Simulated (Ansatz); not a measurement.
## Run report: C$_{2}$H$_{6}$ClFSi$_{2}$, phonon calculation

- system: C$_{2}$H$_{6}$ClFSi$_{2}$, SMILES C=C([SiH2]F)[SiH2]Cl
- method: RKS PBE-D4/6-31G (Ansatz 0.2.0)

It belongs to a series of runs on one base structure; here: vibrations at the highest image of the band. Figures and captions count atoms from 1; the log counts them from 0 in places.

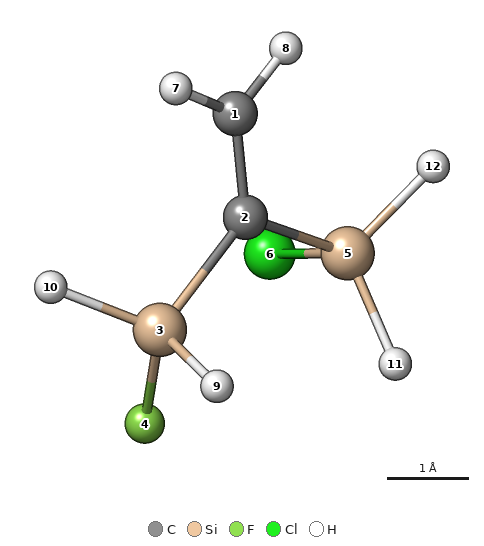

The structure (ball-and-stick view, seen at a tilt; atoms are numbered from 1 in the order of the input). Bond lengths as drawn: Cl–Si 2.20 Å, C–C 1.36 Å, C–H 1.10 Å, C–Si 1.90 Å, F–Si 1.72 Å and H–Si 1.51 Å.

### Summary

```csv
quantity,value
outcome,converged
total energy,−33145.0652 eV
mean-field energy,−33144.7250 eV
largest force (length of the vector),0.037 eV/Å
hardware,"1 thread of Arm Neoverse V2, 24 GiB of memory available, shared host"
wall time,3.9 min
peak memory,0.13 GiB
```

### Input
```yaml
crystal:
  periodic: [false, false, false]
  atoms:
    - { symbol: C, position_ang: [1.738597, 0.082286, 0.119084] }
    - { symbol: C, position_ang: [0.394389, -0.051705, 0.003714] }
    - { symbol: Si, position_ang: [-0.557652, -1.414358, 0.920087] }
    - { symbol: F, position_ang: [-2.125703, -0.776735, 1.22581] }
    - { symbol: Si, position_ang: [-0.591426, 1.148855, -1.097191] }
    - { symbol: Cl, position_ang: [-1.381859, 2.812125, 0.107482] }
    - { symbol: H, position_ang: [2.346434, -0.566838, 0.764319] }
    - { symbol: H, position_ang: [2.301762, 0.85079, -0.427344] }
    - { symbol: H, position_ang: [-0.746117, -2.641829, 0.052849] }
    - { symbol: H, position_ang: [0.130349, -1.759511, 2.223579] }
    - { symbol: H, position_ang: [-1.77494, 0.484791, -1.751493] }
    - { symbol: H, position_ang: [0.342965, 1.777028, -2.106797] }
basis:
  gaussian: { orbitals: "6-31G" }
hamiltonian:
  xc: pbe
  dispersion: d4
phonons: {}
```

Run as:
```bash
ansatz run input.yaml --threads 1 --pin off --max-ram 2048MiB --backend cpu --events-out ev --progress --plain --runs-dir out
```

### What the program printed
```
Engine: ansatz 0.2.0, aarch64-unknown-linux-gnu
Functional definition: PBE
  parameter kappa = 0.804
  parameter beta = 0.06672455060314922
  exchange = pbe_x(kappa = kappa, mu = beta*pi^2/3)
  correlation = pbe_c(beta = beta)
1014 factors; integrals over basis functions are off by at most 2.0e-4 eV
mean field evaluation 1: about -33138.1027 eV, gradient 5.3e1 eV
mean field evaluation 2: about -33123.7596 eV, gradient 9.4e1 eV
mean field evaluation 4: about -33144.6140 eV, gradient 7.5e0 eV
mean field evaluation 8: about -33144.7247 eV, gradient 2.8e-1 eV
mean field evaluation 16: about -33144.7250 eV, gradient 1.7e-5 eV
mean field -33144.72495099 eV, -1218.0461756476 hartree, gradient 1.7e-5 eV, S^2 0.000000; 0 other end points of the search recorded, 0 dependent functions left out
the calculation of the forces begins
reference -33144.72499302 eV, -1218.0461771920 hartree; 36, 36 occupied and 42, 42 virtual orbitals, 1014 factors
these checks for a lower state are left out or cut short: stability, starts, cluster_reference, orbital_swaps, neighbouring_geometries, increment
1014 factors; integrals over basis functions are off by at most 2.0e-4 eV
mean field -33144.72483335 eV, -1218.0461713243 hartree, gradient 1.9e-6 eV, S^2 0.000000; 0 other end points of the search recorded, 0 dependent functions left out
[... from here on the field's lines of each further geometry are left out, up to the last ...]
the calculation of the forces begins
reference -33144.72496198 eV, -1218.0461760513 hartree; 36, 36 occupied and 42, 42 virtual orbitals, 1014 factors
these checks for a lower state are left out or cut short: stability, starts, cluster_reference, orbital_swaps, neighbouring_geometries, increment
1014 factors; integrals over basis functions are off by at most 2.0e-4 eV
mean field evaluation 448: about -33144.7249 eV, gradient 2.2e-6 eV
mean field -33144.72493071 eV, -1218.0461749022 hartree, gradient 2.2e-6 eV, S^2 0.000000; 0 other end points of the search recorded, 0 dependent functions left out
the calculation of the forces begins
reference -33144.72497274 eV, -1218.0461764466 hartree; 36, 36 occupied and 42, 42 virtual orbitals, 1014 factors
WARN: phonons: modes at or below zero, which the zero-point energy, F, S and C_V leave out: 1, the lowest at -11.08 cm⁻¹. A minimum has none, and a first-order saddle one
Total energy: -33145.06523052 eV, -1218.0586806896 hartree
Atom 0 at     1.738597     0.082286     0.119084 Å, force     0.029598     0.009502    -0.011132 eV/Å
Atom 1 at     0.394389    -0.051705     0.003714 Å, force    -0.032653     0.009911    -0.013458 eV/Å
Atom 2 at    -0.557652    -1.414358     0.920087 Å, force    -0.001912     0.001998     0.006783 eV/Å
Atom 3 at    -2.125703    -0.776735     1.225810 Å, force     0.010194    -0.006709     0.002286 eV/Å
Atom 4 at    -0.591426     1.148855    -1.097191 Å, force     0.008838    -0.007240     0.002591 eV/Å
Atom 5 at    -1.381859     2.812125     0.107482 Å, force    -0.001868     0.002618     0.001459 eV/Å
Atom 6 at     2.346434    -0.566838     0.764319 Å, force    -0.009907    -0.005186     0.007171 eV/Å
Atom 7 at     2.301762     0.850790    -0.427344 Å, force    -0.004990    -0.003363     0.006483 eV/Å
Atom 8 at    -0.746117    -2.641829     0.052849 Å, force    -0.001484    -0.000357    -0.000844 eV/Å
Atom 9 at     0.130349    -1.759511     2.223579 Å, force     0.000731    -0.000251    -0.001857 eV/Å
Atom 10 at    -1.774940     0.484791    -1.751493 Å, force     0.002912     0.001916     0.000640 eV/Å
Atom 11 at     0.342965     1.777028    -2.106797 Å, force     0.000542    -0.002839    -0.000123 eV/Å
Dipole moment:     0.788719    -0.594487    -0.297609 e Å
Vibrations: -11.08 48.93 98.59 122.58 231.77 267.92 380.23 444.69 488.04 549.55 592.88 665.85 678.02 685.66 757.08 805.51 808.51 858.03 886.06 911.28 990.82 1131.80 1447.59 1614.10 2117.81 2129.04 2141.53 2171.76 3055.81 3135.99 cm⁻¹, zero-point energy 1.873242 eV
```

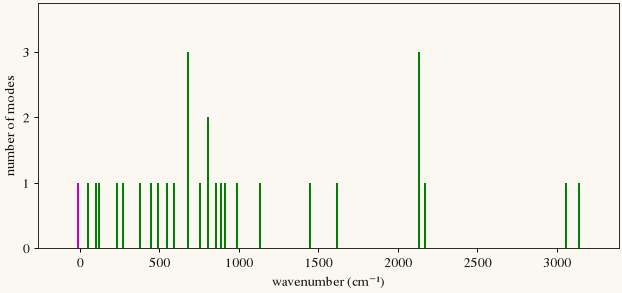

Harmonic vibrational wavenumbers from the force constants; neighbouring modes closer than 14 cm⁻¹ are counted in one stick, and imaginary ones are drawn at negative wavenumbers. 30 modes from 11i to 3136 cm⁻¹, 1 imaginary beyond 8i (11i cm⁻¹): not a clean minimum; so soft a mode can be a shallow saddle, an incomplete relaxation or noise of the force constants.
